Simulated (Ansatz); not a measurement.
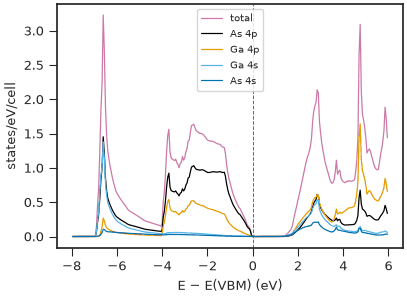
Figure. Total and projected density of states of GaAs (zinc blende, F-43m), the program Ansatz at the r²SCAN level (PAW)

Q: Which orbitals carry the states next to the gap?

A: Top 1 eV of the valence band: As 4p 77 %, Ga 4p 20 %. Bottom 1 eV of the conduction band: Ga 4s 30 %, Ga 4p 29 %, As 4s 20 %, As 4p 16 %. Projections are on Löwdin-orthogonalised atomic valence shells; empty p or d shells of many metals are not among them.

Q: Where is the tallest occupied peak in this window, and what makes it?

A: Near -6.6 eV, about 3.2 states/eV per cell; the largest projected share is As 4p.

Symmetry was held in the r²SCAN relaxation. Scalar-relativistic: spin–orbit coupling is off unless named, which matters more the heavier the elements.

Potentials: the earlier of the program's two PAW sets.
